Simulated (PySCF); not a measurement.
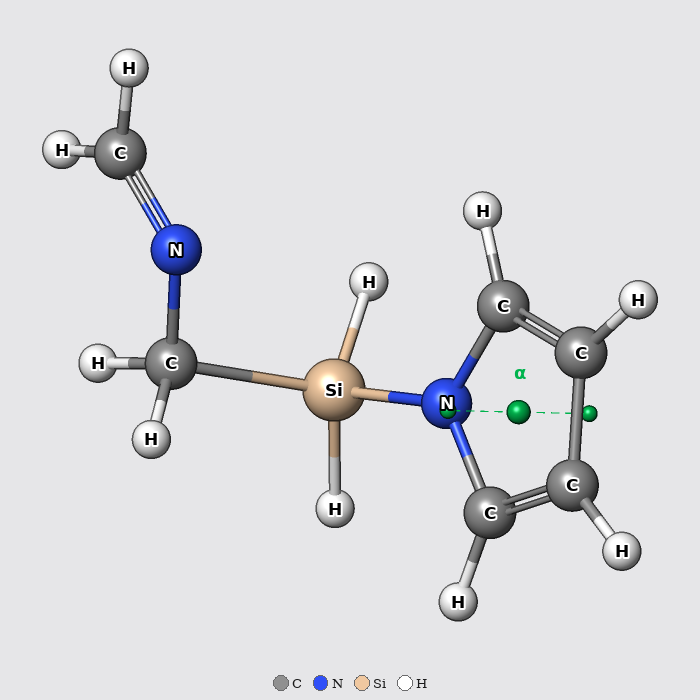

The small points mark where nucleus-independent chemical shifts (NICS) were computed: at the centre of each lettered ring and 1 Å above and below it. Computed geometry: GFN2-xTB optimisation. No frequency run is at hand to confirm it as a minimum. Level of theory: GIAO PBE0/pcSseg-1 NMR shielding, non-relativistic, gas phase (PySCF 2.14.0).

Give NICS(0), NICS(1) and the out-of-plane component NICS(1)zz for each ring (means of the two sides).

```tsv
ring	members	NICS(0)	NICS(1)	NICS(1)zz
α	C4N	−12.9	−10.9	−29.6
```

Values in ppm.

What do the values say about the ring currents?

Ring α: diatropic, as in an aromatic ring. NICS is one index among several.

The geometry is semi-empirical. Around Si such bond lengths and angles can be off by a tenth of an ångström or more and by several degrees, and values that hang on the shape move with them.
